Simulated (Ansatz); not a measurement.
# Calculations on C₂H₃NO

Part 1: Relaxation

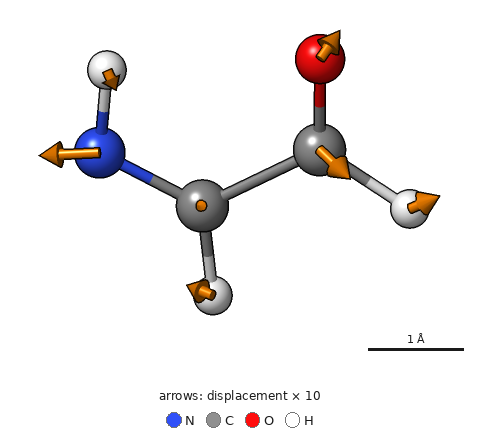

A relaxation of C2H3NO. The starting structure is drawn; orange arrows show the displacements, 10 times their true length. The two geometries are superimposed by the best rigid fit.

A ball-and-stick model, seen at a tilt.

The run prepares an end point of a later path (torsion) calculation, from a guessed geometry.

These are results of Ansatz, RKS PBE-D4/def2-SVP, not measurements.

The input:
```yaml
crystal:
  periodic: [false, false, false]
  atoms:
    - { symbol: "N", position_ang: [-0.9578, 1.0452, -0.3912] }
    - { symbol: C, position_ang: [-0.148, 0.5463, 0.3912] }
    - { symbol: C, position_ang: [0.5025, -0.7449, 0.0398] }
    - { symbol: O, position_ang: [0.3515, -1.3038, -0.9987] }
    - { symbol: H, position_ang: [-1.1022, 0.4763, -1.2534] }
    - { symbol: H, position_ang: [0.1396, 1.0166, 1.3526] }
    - { symbol: H, position_ang: [1.2756, -1.1037, 0.814] }
basis:
  gaussian: { orbitals: def2-SVP }
hamiltonian:
  xc: pbe
  dispersion: d4
relax:
  f_tol: 0.015
  max_steps: 40
output:
  orbitals: {}
```

Launched with:
```bash
ansatz run input.yaml --threads 1 --pin off --max-ram 2048MiB --backend cpu --events-out ev --progress --plain --runs-dir out
```

Q: What did the optimiser do to the structure, and how much energy did it gain?

A: The largest move after the best rigid fit is that of N1, 0.068 Å. By element the largest moves are N 0.068 Å, C 0.054 Å, O 0.040 Å, H 0.039 Å. Some distances before and after: N1–C2 1.232 → 1.280 Å, C3–O4 1.189 → 1.217 Å, C2–C3 1.488 → 1.515 Å, C3–H7 1.151 → 1.129 Å. Among the angles between lasting bonds that change: C2–N1–H5 113.3° → 107.0°, N1–C2–H6 123.4° → 119.9°, N1–C2–C3 119.3° → 122.7°. The energy falls by 0.204 eV in 6 geometry steps. The largest force component goes from 2.7 to 0.0042 eV/Å. The run took 7.2 s on 1 thread of Intel(R) Xeon(R) 6975P-C (Granite Rapids) (shared host), peak memory 0.17 GiB.

Part 2: Relaxation

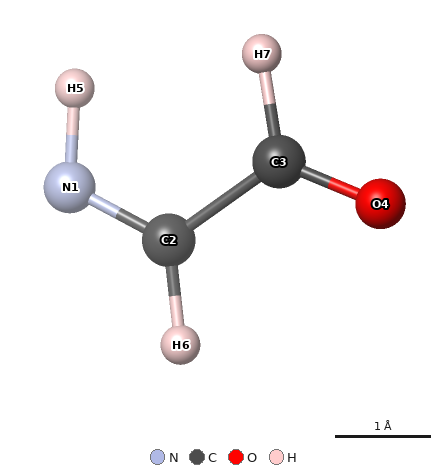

This is the input geometry for a relaxation of C2H3NO. The picture is a ball-and-stick view, seen at a tilt.

The run prepares an end point of a later path (torsion) calculation, from a guessed geometry.

Computed with Ansatz, RKS PBE-D4/def2-SVP.

Input
```yaml
crystal:
  periodic: [false, false, false]
  atoms:
    - { symbol: "N", position_ang: [-0.9578, 1.0452, -0.3912] }
    - { symbol: C, position_ang: [-0.148, 0.5463, 0.3912] }
    - { symbol: C, position_ang: [0.5025, -0.7449, 0.0398] }
    - { symbol: O, position_ang: [1.23433, -1.3389, 0.76454] }
    - { symbol: H, position_ang: [-1.1022, 0.4763, -1.2534] }
    - { symbol: H, position_ang: [0.1396, 1.0166, 1.3526] }
    - { symbol: H, position_ang: [0.13732, -1.19579, -0.95476] }
basis:
  gaussian: { orbitals: def2-SVP }
hamiltonian:
  xc: pbe
  dispersion: d4
relax:
  f_tol: 0.015
  max_steps: 40
output:
  orbitals: {}
```

Launched with:
```bash
ansatz run input.yaml --threads 1 --pin off --max-ram 2048MiB --backend cpu --events-out ev --progress --plain --runs-dir out
```

Q: What does the optimiser find from here?

A: The largest move after the best rigid fit is that of N1, 0.079 Å. Largest moves by element: N 0.079 Å, H 0.065 Å, O 0.061 Å, C 0.050 Å. Near-neighbour distances that change, for instance: N1–C2 1.232 → 1.281 Å, C3–O4 1.189 → 1.213 Å, C2–C3 1.488 → 1.503 Å, C3–H7 1.151 → 1.139 Å. Among the angles between lasting bonds that change: N1–C2–C3 119.3° → 124.1°, C2–N1–H5 113.3° → 109.1°, N1–C2–H6 123.4° → 120.1°. The energy falls by 17.6 kJ/mol in 7 geometry steps. The largest force component goes from 2.9 to 0.0043 eV/Å.

Final geometry:

```xyz
7

N    -0.9918    1.1148   -0.4044
C    -0.1539    0.5294    0.3679
C     0.4964   -0.7906    0.0600
O     1.2893   -1.3503    0.7879
H    -1.1370    0.5309   -1.2567
H     0.1337    0.9966    1.3340
H     0.1690   -1.2260   -0.9399
```

After the run, drawn alike:

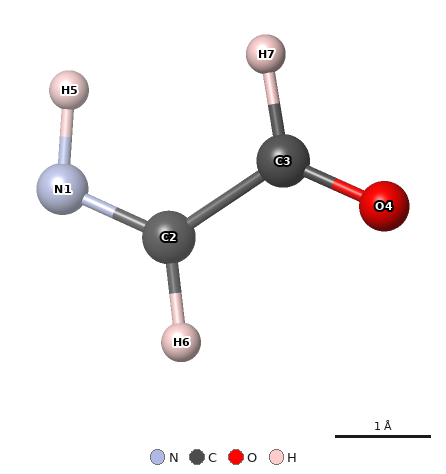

Part 3: Path

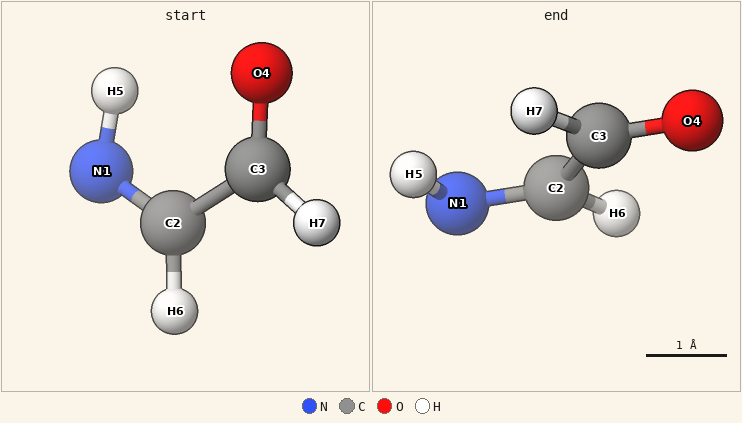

The two relaxed end points of a path for C2H3NO. The picture is a ball-and-stick view, seen from a free direction.

These are results of Ansatz 0.2.0, RKS PBE-D4/def2-SVP, not measurements.

The input:
```yaml
crystal:
  periodic: [false, false, false]
  atoms:
    - { symbol: "N", position_ang: [-1.00171, 1.096387, -0.396277] }
    - { symbol: C, position_ang: [-0.146271, 0.54972, 0.383183] }
    - { symbol: C, position_ang: [0.556455, -0.749012, 0.04368] }
    - { symbol: O, position_ang: [0.336924, -1.341057, -0.996634] }
    - { symbol: H, position_ang: [-1.08334, 0.482366, -1.238693] }
    - { symbol: H, position_ang: [0.105807, 1.030668, 1.352992] }
    - { symbol: H, position_ang: [1.293336, -1.137072, 0.806048] }
basis:
  gaussian: { orbitals: def2-SVP }
hamiltonian:
  xc: pbe
  dispersion: d4
neb:
  order_check: false
  images: 9
  f_tol: 0.05
  max_iterations: 60
  initial_path: idpp
  final_atoms:
    - { symbol: "N", position_ang: [-0.99201772, 1.11523011, -0.36108539] }
    - { symbol: C, position_ang: [-0.13168278, 0.5311609, 0.38723824] }
    - { symbol: C, position_ang: [0.55613227, -0.75795285, 0.03318637] }
    - { symbol: O, position_ang: [1.37036277, -1.31626224, 0.73810793] }
    - { symbol: H, position_ang: [-1.12506822, 0.55494738, -1.2309603] }
    - { symbol: H, position_ang: [0.14799434, 0.97563412, 1.36626506] }
    - { symbol: H, position_ang: [0.23548035, -1.1707574, -0.9784529] }
```

Command:
```bash
ansatz run input.yaml --threads 1 --pin off --max-ram 2048MiB --backend cpu --events-out ev --progress --plain --runs-dir out
```

Q: What barrier does the band find between them, and by what path?

A: Forward barrier 29.9 kJ/mol, backward barrier 27.9 kJ/mol, with image 5 at the top; the reaction energy is +2.0 kJ/mol. The motion is a rotation about the C2–C3 bond by about 180°. No bond forms or breaks between the ends. Bond angles that change up to the highest image, for instance: C2–N1–H5 107.0° → 110.3°. The band converged in 7 iterations, with a climbing image at the top. At the top, the vibrational analysis gives one imaginary mode (211i cm⁻¹), as a transition state must have.

Energies of the converged images:

```json
{"image": "0", "path (Å)": "0.00", "E (kJ/mol)": "0.0"}
{"image": "1", "path (Å)": "0.37", "E (kJ/mol)": "3.2"}
{"image": "2", "path (Å)": "0.75", "E (kJ/mol)": "11.0"}
{"image": "3", "path (Å)": "1.13", "E (kJ/mol)": "20.0"}
{"image": "4", "path (Å)": "1.50", "E (kJ/mol)": "27.1"}
{"image": "5", "path (Å)": "1.88", "E (kJ/mol)": "29.9"}
{"image": "6", "path (Å)": "2.26", "E (kJ/mol)": "27.2"}
{"image": "7", "path (Å)": "2.65", "E (kJ/mol)": "20.1"}
{"image": "8", "path (Å)": "3.04", "E (kJ/mol)": "11.6"}
{"image": "9", "path (Å)": "3.42", "E (kJ/mol)": "4.7"}
{"image": "10", "path (Å)": "3.81", "E (kJ/mol)": "2.0"}
```

The geometry at the top of the path:

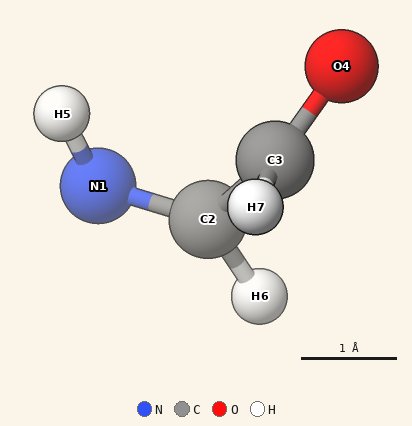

The run took 52 s on 1 thread of Intel(R) Xeon(R) 6975P-C (Granite Rapids) (shared host), peak memory 0.16 GiB.
